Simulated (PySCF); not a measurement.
**Atomic calculation for P**

System: P, configuration 1s2 2s2 2p6 3s2 3p2 4s1, multiplicity 4.
Method: unrestricted TPSS, aug-cc-pV(Q+d)Z, non-relativistic, point nucleus (PySCF).

### The program's output (extracts)
```
damping factor = 0
level_shift factor = 0
DIIS = <class 'pyscf.scf.diis.CDIIS'>
diis_start_cycle = 1
diis_space = 10
diis_damp = 0
SCF conv_tol = 1e-09
SCF conv_tol_grad = None
number electrons alpha = 9  beta = 6
XC functionals = TPSS
    J. Tao, J. P. Perdew, V. N. Staroverov, and G. E. Scuseria.,  Phys. Rev. Lett. 91, 146401 (2003)
    J. P. Perdew, J. Tao, V. N. Staroverov, and G. E. Scuseria.,  J. Chem. Phys. 120, 6898 (2004)
    J. Tao, J. P. Perdew, V. N. Staroverov, and G. E. Scuseria.,  Phys. Rev. Lett. 91, 146401 (2003)
    J. P. Perdew, J. Tao, V. N. Staroverov, and G. E. Scuseria.,  J. Chem. Phys. 120, 6898 (2004)
cycle= 1 E= -341.030819675019  delta_E= -0.00539  |g|= 0.0289  |ddm|= 0.876
cycle= 2 E= -341.031116197834  delta_E= -0.000297  |g|= 0.00761  |ddm|= 0.303
cycle= 3 E= -341.03115953398  delta_E= -4.33e-05  |g|= 0.00165  |ddm|= 0.0738
cycle= 4 E= -341.031178783192  delta_E= -1.92e-05  |g|= 0.000605  |ddm|= 0.0528
cycle= 5 E= -341.031181894357  delta_E= -3.11e-06  |g|= 0.000239  |ddm|= 0.0221
cycle= 6 E= -341.031182459387  delta_E= -5.65e-07  |g|= 1.23e-05  |ddm|= 0.0165
cycle= 7 E= -341.031182459813  delta_E= -4.26e-10  |g|= 1.8e-06  |ddm|= 0.000591
converged SCF energy = -341.031182459813  <S^2> = 3.7548298  2S+1 = 4.0024142
```

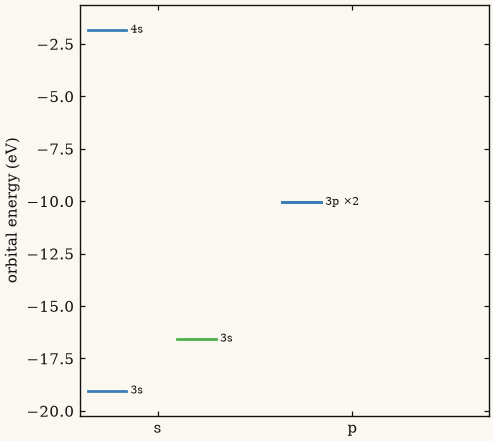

Orbital energies of the mean field, from the top down to −19.0 eV, by angular momentum, α spin at the left of each column and β at the right; ×n counts the orbitals under one label. Empty levels that the record names by l alone aren't drawn. The highest filled orbital is 4s α at −1.82 eV, the lowest empty one p α at −9.37 eV.

### The input
```python
from pyscf import gto, scf, dft, mp, cc
import basis_set_exchange as bse
mol = gto.M(atom="P 0 0 0", charge=0, spin=3, symmetry="D2h",
            basis=gto.basis.parse(bse.get_basis("aug-cc-pV(Q+d)Z", elements=["P"], fmt="nwchem")))
mf = dft.UKS(mol, xc="TPSS")
mf.irrep_nelec = {'Ag': (4, 3), 'B1u': (2, 1), 'B2u': (2, 1), 'B3u': (1, 1)}
mf.kernel()
```

The script is an equivalent of what the driver set up; the driver started from orbitals of its own, so the log can be shorter than this script's would be, and it computed the properties (radii, ⟨L²⟩, response) afterwards. It held the occupations shell by shell, which the script's counts by irreducible representation don't always enforce.

### Results in brief

- outcome: converged
- total energy: −341.031182 hartree
- kinetic energy: 339.922795 hartree
- ⟨S²⟩: 3.755
- ⟨L²⟩: 2.15
- SCF iterations: 7
- hardware: 1 CPU thread, shared host
- CPU time: 1.6 s (integrals apart)

### Notes

The driver held the occupations shell by shell, and empty p levels lie below the filled 4s. This is not the ground configuration of the species.
